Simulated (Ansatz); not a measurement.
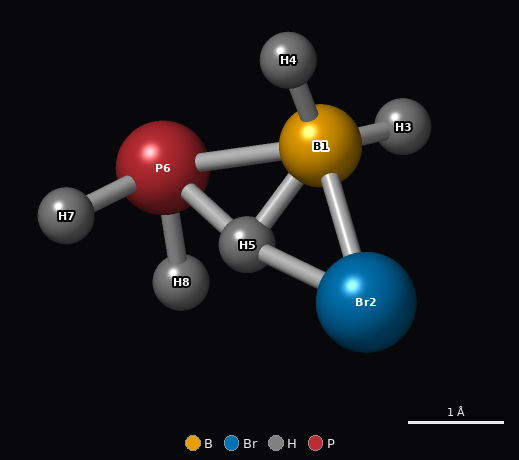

Starting structure of BPH5Br (started from a transition state, displaced along its imaginary mode). The picture is a ball-and-stick view, seen from a free direction.

All numbers below come from Ansatz 0.2.0, RKS PBE0-D4/def2-TZVP.

Input
```yaml
crystal:
  periodic: [false, false, false]
  atoms:
    - {symbol: B, position_ang: [-0.541480, -0.193932, -0.708030]}
    - {symbol: Br, position_ang: [1.149661, -0.897445, -1.608776]}
    - {symbol: H, position_ang: [-1.303893, -1.116038, -0.499525]}
    - {symbol: H, position_ang: [-0.939154, 0.787734, -1.300745]}
    - {symbol: H, position_ang: [0.564325, -0.117650, -0.022694]}
    - {symbol: P, position_ang: [-0.243029, 0.541234, 1.175335]}
    - {symbol: H, position_ang: [0.839766, 1.453089, 1.080275]}
    - {symbol: H, position_ang: [0.473803, -0.456995, 1.884162]}
basis:
  gaussian: {orbitals: def2-TZVP}
hamiltonian: {xc: pbe0, dispersion: d4}
relax: {f_tol: 0.005, max_steps: 200}
```

**Predict the outcome.**

The largest move after the best rigid fit is that of H5, 1.55 Å. Largest moves by element: H 1.55 Å, Br 0.81 Å, P 0.77 Å, B 0.17 Å. Near-neighbour distances that change, for instance: B1–H5 1.303 → 2.831 Å, Br2–H5 1.862 → 3.369 Å, Br2–P6 3.429 → 3.040 Å, H5–P6 1.588 → 1.404 Å. Bonds break: Br2–H5 (1.86 → 3.37 Å). Among the angles between lasting bonds that change: B1–P6–H5 39.6° → 115.2°, H5–P6–H8 80.1° → 101.6°, H5–P6–H7 80.1° → 101.5°. The energy falls by 34.9 kcal/mol in 36 accepted moves (37 points after the start). The largest force component goes from 1.4 to 0.0048 eV/Å. The line search rejected the trial step at point 12 of the run. The forces were under the threshold at step 27, but the run went on from there. The run took roughly 4 core-minutes on a shared host.

The structure at the end:

```xyz
8

B    -0.6443   -0.2653   -0.8220
Br    0.6910   -1.5634   -1.6189
H    -1.6275   -0.8132   -0.4031
H    -0.8264    0.6957   -1.5189
H     1.5796    0.9547    0.4356
P     0.3452    0.3484    0.7195
H    -0.2427    1.2982    1.5823
H     0.7250   -0.6551    1.6256
```

After the run, drawn alike:

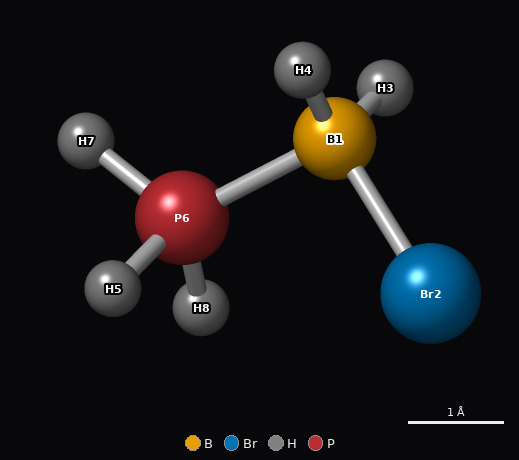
